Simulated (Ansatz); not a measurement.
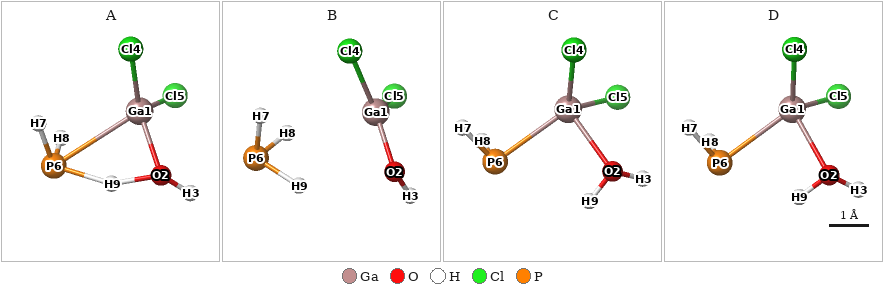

4 geometries from a converged minimum-energy path of GaPH4OCl2, made up at the start of GaHOCl2 and PH$_{3}$, shuffled. Style: ball-and-stick. Shown face on.

Computed with Ansatz, RKS r2SCAN/def2-SVP. Run with 5 movable images; climbing image; force threshold 0.05 eV/Å; iteration limit 60; starting path through a guess of the saddle point.

> Which frame is the top of the path?

A. In order along the path, whose images run from 0 to 6: B (image 0, 0.00 eV), A (image 2, +0.61 eV), D (image 4, −0.53 eV), C (image 5, −0.69 eV). Breaking: P6–H9 (1.43 → 1.64 at the top → 3.21 Å). Forming: Ga1–P6 (3.35 → 2.63 at the top → 2.32 Å), O2–H9 (2.60 → 1.38 at the top → 0.97 Å).

Limits of the set-up: the start holds two separate molecules, 2.6 Å apart at their closest, whose relative position is a soft coordinate and is computed without a dispersion correction.

The run took 3.8 min on 4 threads of Arm Neoverse V2 (shared host), peak memory 0.23 GiB.
